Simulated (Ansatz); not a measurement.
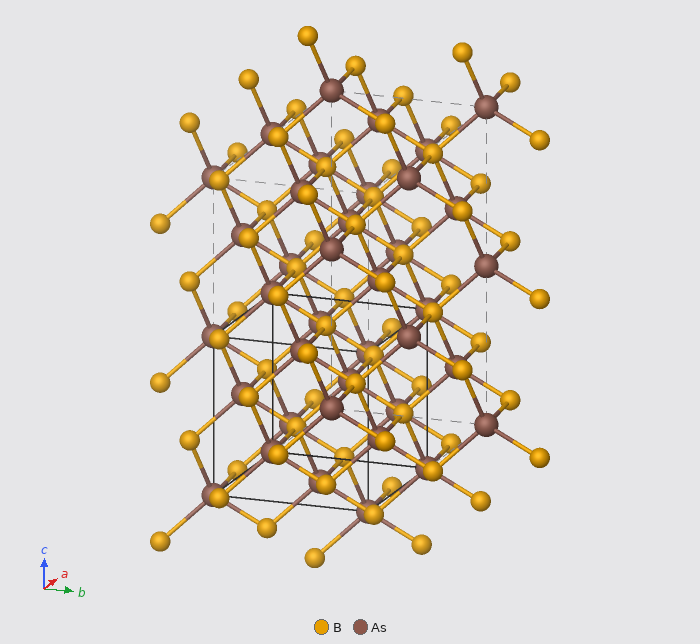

BAs (space group F-43m, No. 216): the input geometry of an electronic-structure calculation (not necessarily at equilibrium).

Bonds are taken as As–B below 2.3 Å. Atoms with one bond or none are removed and atoms with two bonds are replaced by edges, until no such atom is left.

> What kind of net remains, and which atoms are its nodes?

A uninodal 4-connected, three-periodic net: B and As are 4-connected nodes.

> Does the net have a name?

It is the dia net, known from diamond, zinc blende and cristobalite.

> Is the net interpenetrated?

It is a single net, without interpenetration.

> Give the first four terms of the coordination sequence (nodes one, two, three … edges away).

B and As: 4, 12, 24, 42.

> Give the point symbol of each node (shortest cycle at each angle).

B and As: 6^6.

The simplified net, drawn on the atoms' positions. Nodes are coloured by element. Short stubs are edges that leave the cut-out.

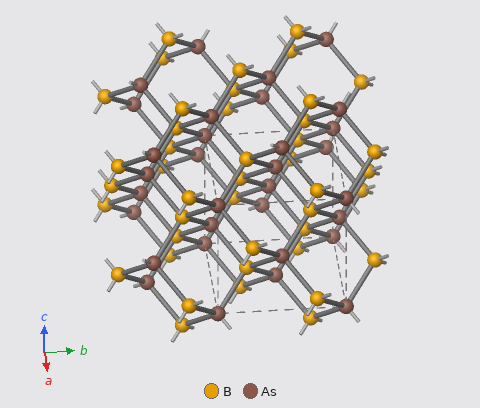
